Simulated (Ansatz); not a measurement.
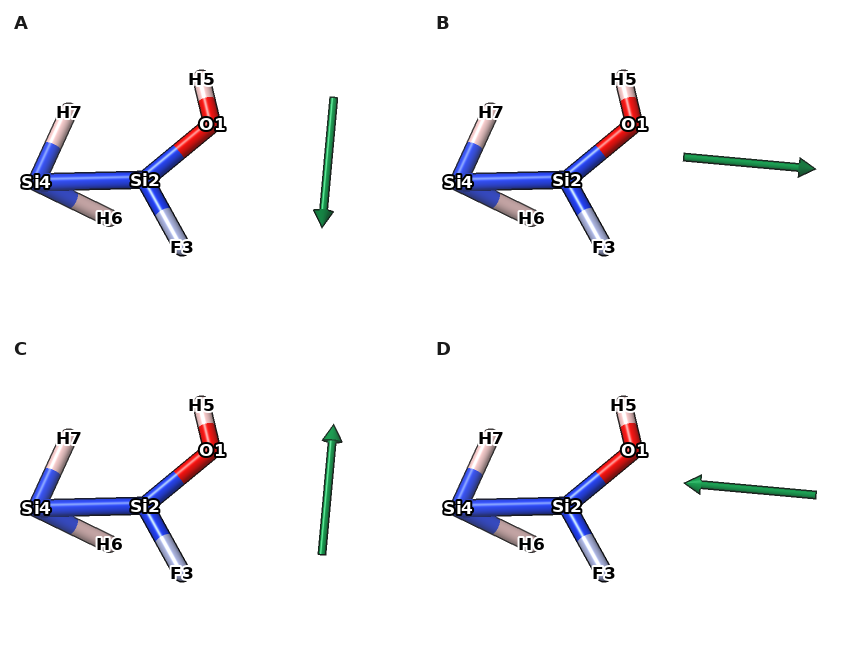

The same molecule four times, each with an arrow. Computed geometry: PBE0-D4/def2-TZVP optimisation. No frequency run is at hand to confirm it as a minimum. Level of theory: RKS PBE0-D4/def2-TZVP (Ansatz 0.2.0).

### Which arrow points along the dipole moment, from the negative to the positive end?

C. The dipole moment is 2.07 D; it points from the side of F3 to the side of H5 (the outermost atoms at the two ends).
